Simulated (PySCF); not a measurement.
Pd²⁺: atomic calculation

Pd²⁺, configuration 1s2 2s2 2p6 3s2 3p6 3d10 4s2 4p6 4d8, multiplicity 3. Computed at this level: unrestricted LDA, aug-cc-pVDZ-PP with ECP28, scalar-relativistic core potential (PySCF).

**The program's output (extracts)**
```
damping factor = 0
level_shift factor = 0
DIIS = <class 'pyscf.scf.diis.CDIIS'>
diis_start_cycle = 1
diis_space = 10
diis_damp = 0
SCF conv_tol = 1e-09
SCF conv_tol_grad = None
number electrons alpha = 9  beta = 7
XC functionals = LDA,VWN
    P. A. M. Dirac.,  Math. Proc. Cambridge Philos. Soc. 26, 376 (1930)
    F. Bloch.,  Z. Phys. 57, 545 (1929)
    S. H. Vosko, L. Wilk, and M. Nusair.,  Can. J. Phys. 58, 1200 (1980)
cycle= 1 E= -126.12684049382  delta_E= -0.00301  |g|= 0.116  |ddm|= 0.139
cycle= 2 E= -126.126498009848  delta_E= 0.000342  |g|= 0.122  |ddm|= 0.188
cycle= 3 E= -126.130455491992  delta_E= -0.00396  |g|= 0.000926  |ddm|= 0.0992
cycle= 4 E= -126.130455773997  delta_E= -2.82e-07  |g|= 4.55e-05  |ddm|= 0.000598
cycle= 5 E= -126.130455774628  delta_E= -6.32e-10  |g|= 2.07e-06  |ddm|= 5.02e-05
converged SCF energy = -126.130455774628  <S^2> = 2.0004386  2S+1 = 3.0002924
```

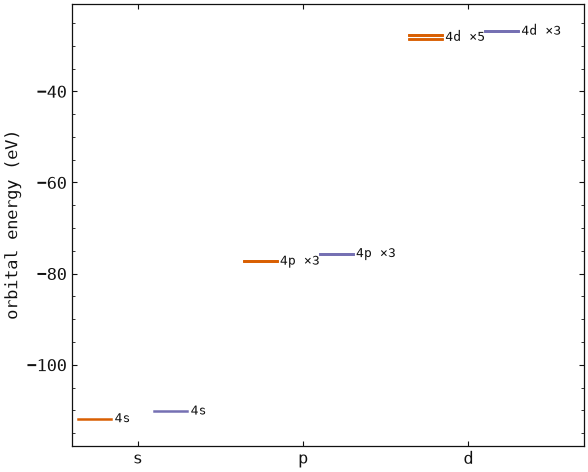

Orbital energies of the mean field, from the top down to −111.9 eV, by angular momentum, α spin at the left of each column and β at the right; ×n counts the orbitals under one label. The highest filled orbital is 4d β at −26.7 eV, the lowest empty one d β at −26.4 eV.

**Input file**
```python
from pyscf import gto, scf, dft, mp, cc
mol = gto.M(atom="Pd 0 0 0", charge=2, spin=2, symmetry="D2h",
            basis="aug-cc-pVDZ-PP",
            ecp="aug-cc-pVDZ-PP")
mf = dft.UKS(mol, xc="LDA,VWN")
mf.irrep_nelec = {'Ag': (3, 1), 'B1g': (1, 1), 'B2g': (1, 1), 'B3g': (1, 1), 'B1u': (1, 1), 'B2u': (1, 1), 'B3u': (1, 1)}
mf.kernel()
```

The script is an equivalent of what the driver set up; the driver started from orbitals of its own, so the log can be shorter than this script's would be, and it computed the properties (radii, ⟨L²⟩, response) afterwards. It held the occupations shell by shell, which the script's counts by irreducible representation don't always enforce.

**Key numbers**

- outcome: converged
- total energy (valence electrons, under a core potential): −126.130456 hartree
- ⟨S²⟩: 2.000
- ⟨L²⟩: 12.00
- SCF iterations: 5
- hardware: 1 CPU thread, shared host
